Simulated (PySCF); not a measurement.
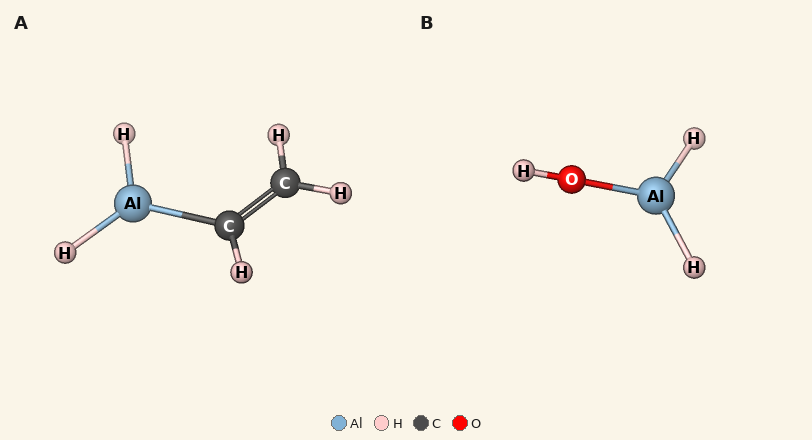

Two related species, optimised with PBE0-D3(BJ)/def2-SVP; properties computed with PySCF 2.14.0. Both: charge 0, singlet.

> Identify both.

A is AlH2(vinyl), B is AlH2(OH).

Compare them. With CAM-B3LYP/def2-SVPD: dipole moment (D), HOMO–LUMO gap (eV), HOMO energy (Kohn–Sham orbital) (eV), lowest vertical singlet excitation (eV), mean static polarisability (bohr³). With PBE0/pcSseg-1 (pcSseg-2 on Al): shielding of Al (ppm), Hirshfeld charge of Al (e), IAO charge of Al (e). With PBE0-D3(BJ)/def2-SVP: mean Al–H length (Å).

| quantity | A | B |
| --- | --- | --- |
| dipole moment (D) | 0.82 | 0.97 |
| HOMO–LUMO gap (eV) | 8.73 | 9.49 |
| HOMO energy (Kohn–Sham orbital) (eV) | −9.43 | −9.43 |
| lowest vertical singlet excitation (eV) | 5.04 | 5.68 |
| mean static polarisability (bohr³) | 54.5 | 32.9 |
| shielding of Al (ppm) | 299.7 | 411.3 |
| Hirshfeld charge of Al (e) | 0.51 | 0.56 |
| IAO charge of Al (e) | 0.73 | 0.91 |
| mean Al–H length (Å) | 1.592 | 1.585 |

Each is one conformer, and no frequency run is at hand to confirm it as a minimum.
